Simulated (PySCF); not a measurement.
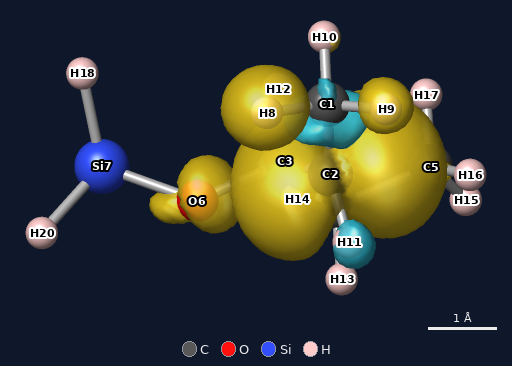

Figure. C5H13OSi (doublet). Isosurfaces of the spin density at +0.015 (yellow) and −0.015 e/Å³ (cyan), seen from one side.

Geometry: GFN2-xTB.

These are results of UKS B3LYP, pcH-1 on C H O Si, non-relativistic, mean-field spin-orbit, GIAO (PySCF 2.14.0, density-fitted response routines), not measurements.

```yaml
atoms:
  - { symbol: C, position_ang: [2.3768, -0.4206, -0.6659] }
  - { symbol: C, position_ang: [1.1424, -0.7995, 0.0478] }
  - { symbol: C, position_ang: [-0.0486, 0.0777, 0.0658] }
  - { symbol: C, position_ang: [-1.3619, -0.7125, 0.0966] }
  - { symbol: C, position_ang: [-1.5295, -1.5707, -1.1498] }
  - { symbol: O, position_ang: [0.0253, 0.8832, 1.2418] }
  - { symbol: Si, position_ang: [-0.3427, 2.4366, 1.4679] }
  - { symbol: H, position_ang: [3.0389, 0.1705, -0.0199] }
  - { symbol: H, position_ang: [2.9382, -1.3043, -0.9699] }
  - { symbol: H, position_ang: [2.1510, 0.1851, -1.5424] }
  - { symbol: H, position_ang: [1.1951, -1.5736, 0.7958] }
  - { symbol: H, position_ang: [-0.0416, 0.7358, -0.8137] }
  - { symbol: H, position_ang: [-1.3627, -1.3400, 0.9896] }
  - { symbol: H, position_ang: [-2.1873, -0.0031, 0.1831] }
  - { symbol: H, position_ang: [-2.4655, -2.1218, -1.1073] }
  - { symbol: H, position_ang: [-0.7085, -2.2796, -1.2310] }
  - { symbol: H, position_ang: [-1.5342, -0.9507, -2.0436] }
  - { symbol: H, position_ang: [0.3669, 3.2922, 0.5081] }
  - { symbol: H, position_ang: [-1.7778, 2.7006, 1.3089] }
  - { symbol: H, position_ang: [0.1206, 2.6053, 2.8350] }
```

> Describe the spin distribution.

The unpaired spin (1 electron) lies mostly on C2 (about 0.7), in electrons by Hirshfeld's partition.
